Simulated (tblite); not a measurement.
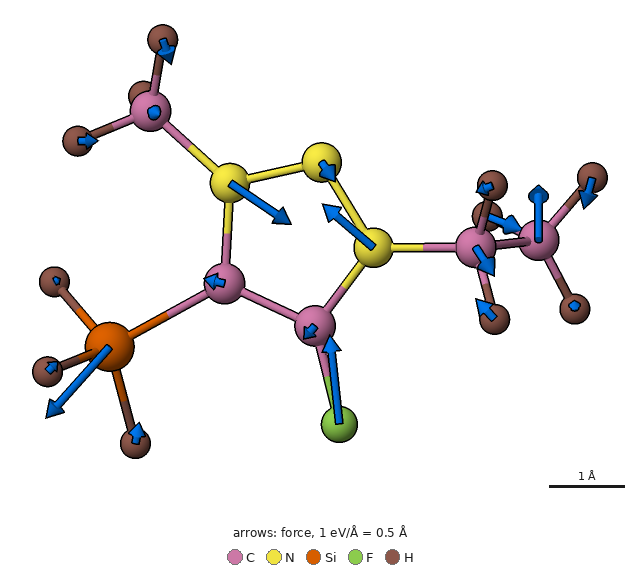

Starting geometry of C5H11FN3Si (charge +1) with the computed forces as blue arrows. The picture is a ball-and-stick view, seen at a tilt.

All numbers below come from tblite 0.8.0, GFN2-xTB geometry optimisation, gas phase. 

> Is this structure relaxed? If not, where do the atoms go?

It isn't relaxed: the largest force vector, on the Si atom, is 2.67 eV/Å. The final displacements have little in common with the starting forces (cosine between the two patterns 0.22). After 112 geometry steps the energy has fallen by 88.6 kJ/mol. The atom that moves furthest after the best rigid fit is an H atom (0.90 Å). By element the largest moves are H 0.90 Å, F 0.31 Å, Si 0.22 Å, C 0.21 Å, N 0.15 Å. Near-neighbour distances that change, for instance: C–Si 1.845 → 1.923 Å, C–F 1.365 → 1.308 Å, N–N 1.351 → 1.302 Å, C–H 1.134 → 1.087 Å. Bond angles that change, for instance: H–Si–H 105.8° → 115.7°, C–Si–H 110.1° → 102.9°, N–C–C 109.6° → 102.6°. Groups turn about C–C by about 50°, C–Si by about 30°, C–N by about 20°.
